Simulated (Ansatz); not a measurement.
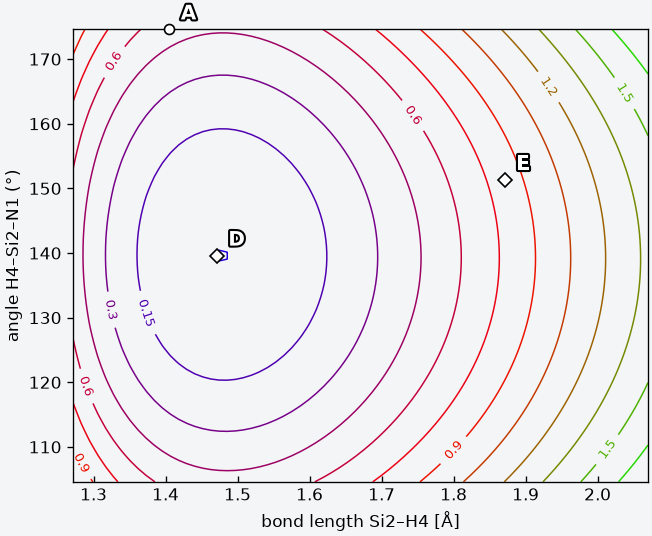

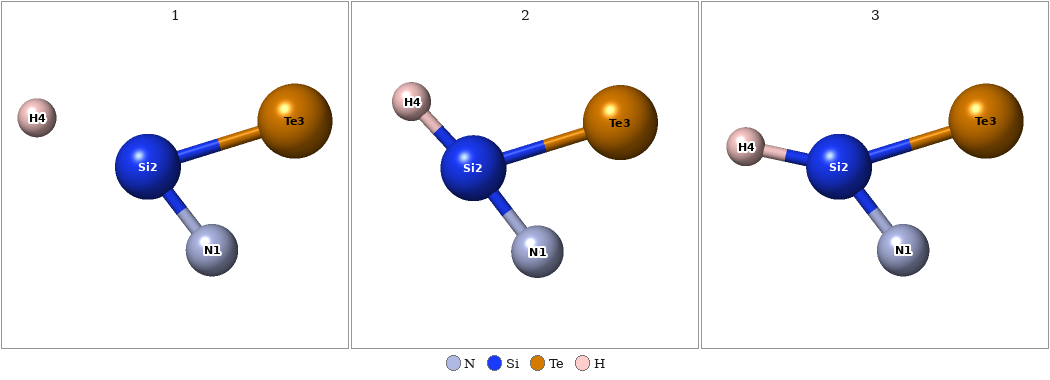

HNSiTe. 
- First axis: bond length Si2–H4. Second axis: angle H4–Si2–N1.
- Nothing is relaxed (all other coordinates rigid).
- The grid has 13 × 13 points.
- Points are written as (first, second).
- Energies: eV, counted from the lowest grid point.
- Level of theory: RKS B3LYP-D4/def2-TZVP (Ansatz).

The picture shows contour lines labelled in eV, lettered points. Between grid points the surface is interpolated. The numbered pictures are the structures at these points, in random order.

### Which structure belongs to which point?

A is structure 2: (1.405 Å, 174.6°), 0.52 eV; D is structure 3: (1.471 Å, 139.6°), 0.00 eV; E is structure 1: (1.871 Å, 151.3°), 0.82 eV.
